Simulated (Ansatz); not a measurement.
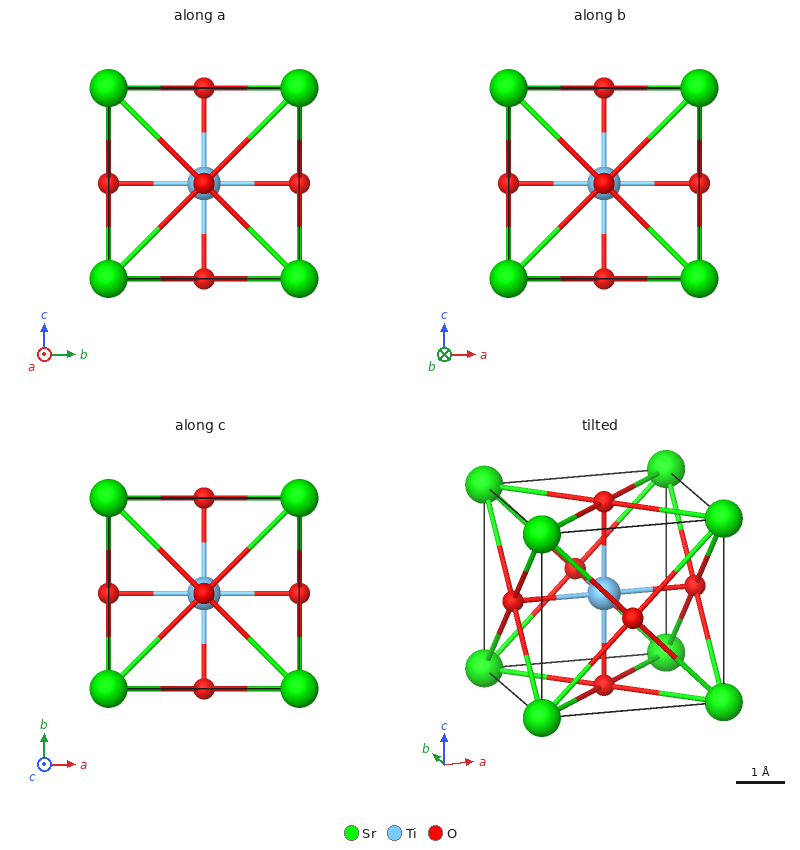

We look at a ball-and-stick model of the crystal along the a axis, along the b axis, along the c axis and slightly off an axis. Atoms at the boundary of the conventional unit cell (the box) are drawn once for each face, edge or corner they touch.

Lattice parameters: a = 4.0200 Å, b = 4.0200 Å, c = 4.0200 Å, α = 90.000°, β = 90.000°, γ = 90.000°.

Put the structure into a CIF in P1 with every atom of the cell.

```cif
data_structure
_symmetry_space_group_name_H-M 'P 1'
_symmetry_Int_Tables_number 1
_cell_length_a 4.0200
_cell_length_b 4.0200
_cell_length_c 4.0200
_cell_angle_alpha 90.000
_cell_angle_beta 90.000
_cell_angle_gamma 90.000
_cell_volume 64.96
loop_
_atom_site_label
_atom_site_type_symbol
_atom_site_fract_x
_atom_site_fract_y
_atom_site_fract_z
_atom_site_occupancy
Sr1 Sr 0.0000 0.0000 0.0000 1
Ti1 Ti 0.5000 0.5000 0.5000 1
O1 O 0.5000 0.5000 0.0000 1
O2 O 0.5000 0.0000 0.5000 1
O3 O 0.0000 0.5000 0.5000 1
```

The structure comes from a structure type filled with these elements by a generator (whether the compound takes this form wasn't checked). Earlier steps of the study may have refined or changed the cell and positions. It was the input of a calculation with Ansatz.

At this level of theory the cell isn't at rest (stretched, at -15 GPa), so its distances can differ from those at equilibrium, the more so the softer the solid.
